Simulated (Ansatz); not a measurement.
# CH2F (SMILES [CH2]F) at UBCCD(T)/STO-3G

What is the vertical ionisation energy of CH2F at UBCCD(T)/STO-3G? 

Program for the calculation: Ansatz 0.2.0.

47 further runs of the same task are left out: 47 set aside as unsound or not needed.

## Step 1: Starting point

The species is CH2F (4 atoms), meant as a doublet with charge 0. As SMILES, `[CH2]F`. The coordinates come from a PBE0-D4/def2-TZVP relaxation.

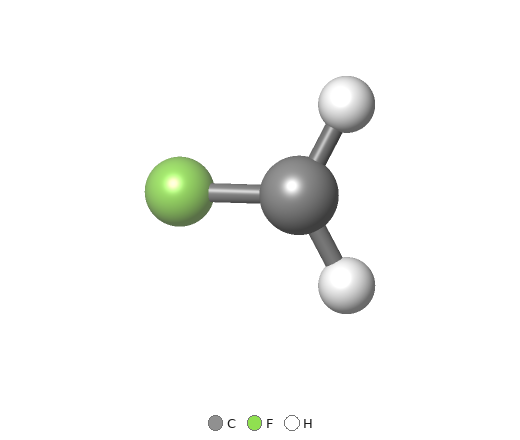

Viewed from a chosen angle; carbon grey, fluorine green, hydrogen white.

## Step 2: The energy at UBCCD(T)/STO-3G

File job.yaml:

```yaml
crystal:
  periodic: [false, false, false]
  atoms:
    - {symbol: C, position_ang: [-0.030100, -0.057600, -0.131100]}
    - {symbol: F, position_ang: [0.950000, 0.694000, 0.364600]}
    - {symbol: H, position_ang: [-0.946900, 0.472300, -0.352500]}
    - {symbol: H, position_ang: [0.027000, -1.108700, 0.119000]}
basis:
  gaussian: {orbitals: STO-3G}
correlation: {method: bccd_t, frozen_orbitals: {C: 1, F: 1, H: 0}}
magnetization: {spin_polarized: true, initial_magnetization: 1}
scf: {omitted_lower_state_checks: [cluster_reference, increment]}
accuracy: high
```

Run with:

```
$ ansatz run job.yaml --threads 1 --pin off --max-ram 2610MiB --events-out events.jsonl --progress --plain --runs-dir runs
```

The log of the run (excerpt; [...] marks lines left out):

```text
Warning: RAYON_NUM_THREADS=1 ignored (pool sized by the plan → 1); use --threads N
Functional definition: HF
  name "HF"
[...]
186 factors; integrals over basis functions are off by at most 1.3e-8 eV
[...]
mean field -3715.26136689 eV, -136.5333369387 hartree, gradient 2.8e-8 eV, S^2 0.760846; 0 other end points of the search recorded, 0 dependent functions left out
2 core orbitals not correlated: weight in the atoms' cores, before any rotation towards them, 1.000 or more for the frozen orbitals, at most 0.000 for the correlated occupied ones
reference -3715.26136689 eV, -136.5333369387 hartree; 7, 6 occupied and 3, 4 virtual orbitals, 186 factors
second order -1.49569609 eV of doubles, -0.00000000 eV of singles
cycle   1  -1.85762301 eV  change   -3.6e-1 eV  update   5.6e-2
[...]
cycle  20  -2.08209435 eV  change   -1.2e-9 eV  update   1.5e-9
perturbative correction -0.05142858 eV, -0.0018899653 hartree
Total energy: -3717.39488982 eV, -136.6117424601 hartree
Checks for a lower state left out: cluster_reference, increment
```

Wall time 0.14 s (1 thread of Arm Neoverse V2, shared host).

## Step 3: The singlet cation at the same level

File input.yaml:

```yaml
crystal:
  periodic: [false, false, false]
  atoms:
    - {symbol: C, position_ang: [-0.030100, -0.057600, -0.131100]}
    - {symbol: F, position_ang: [0.950000, 0.694000, 0.364600]}
    - {symbol: H, position_ang: [-0.946900, 0.472300, -0.352500]}
    - {symbol: H, position_ang: [0.027000, -1.108700, 0.119000]}
basis:
  gaussian: {orbitals: STO-3G}
total_charge: 1
correlation: {method: bccd_t, frozen_orbitals: {C: 1, F: 1, H: 0}}
scf: {omitted_lower_state_checks: [cluster_reference, increment]}
accuracy: high
```

Run with:

```
$ ansatz run input.yaml --threads 1 --pin off --max-ram 2610MiB --events-out events.jsonl --progress --plain --runs-dir runs
```

The log of the run (excerpt; [...] marks lines left out):

```text
Warning: RAYON_NUM_THREADS=1 ignored (pool sized by the plan → 1); use --threads N
[... 2 set-up lines as earlier in the session ...]
[...]
186 factors; integrals over basis functions are off by at most 1.3e-8 eV
[...]
mean field -3707.70914562 eV, -136.2557979261 hartree, gradient 1.5e-8 eV, S^2 0.000000; 0 other end points of the search recorded, 0 dependent functions left out
2 core orbitals not correlated: weight in the atoms' cores, before any rotation towards them, 1.000 or more for the frozen orbitals, at most 0.000 for the correlated occupied ones
reference -3707.70914562 eV, -136.2557979261 hartree; 6, 6 occupied and 4, 4 virtual orbitals, 186 factors
second order -2.51836689 eV of doubles, -0.00000000 eV of singles
cycle   1  -2.70591566 eV  change   -1.9e-1 eV  update   1.2e-1
[...]
cycle  21  -3.11354330 eV  change   7.5e-10 eV  update  8.3e-10
perturbative correction -0.24684342 eV, -0.0090713284 hartree
Total energy: -3711.06953234 eV, -136.3792898602 hartree
Checks for a lower state left out: cluster_reference, increment
```

Run time: 0.1 s. Hardware: 1 thread of Arm Neoverse V2, shared host.

## Step 4: Outcome

Level: UBCCD(T)/STO-3G, 2 core orbitals frozen.

| quantity | value |
| --- | --- |
| doublet CH2F: total energy | -136.61174 Eh |
| doublet CH2F: correlation energy (2 core orbitals frozen) | -78.4 mEh |
| doublet CH2F: (T) correction | -1.89 mEh |
| doublet CH2F: ⟨S²⟩ of the reference determinant | 0.761 |
| singlet cation: total energy | -136.37929 Eh |
| singlet cation: correlation energy (2 core orbitals frozen) | -123.5 mEh |
| singlet cation: (T) correction | -9.07 mEh |
| vertical ionisation energy (to the singlet cation) | 6.325 eV |

**Reading.** The vertical ionisation energy comes to 6.33 eV (610 kJ/mol). Only the singlet of the ionised species was computed; a triplet could lie lower. In a minimal basis such a difference can be off by several eV, whatever the method. The triples (doublet CH2F) make up 2.4 % of the correlation energy. The triples (singlet cation) make up 7.3 % of the correlation energy.
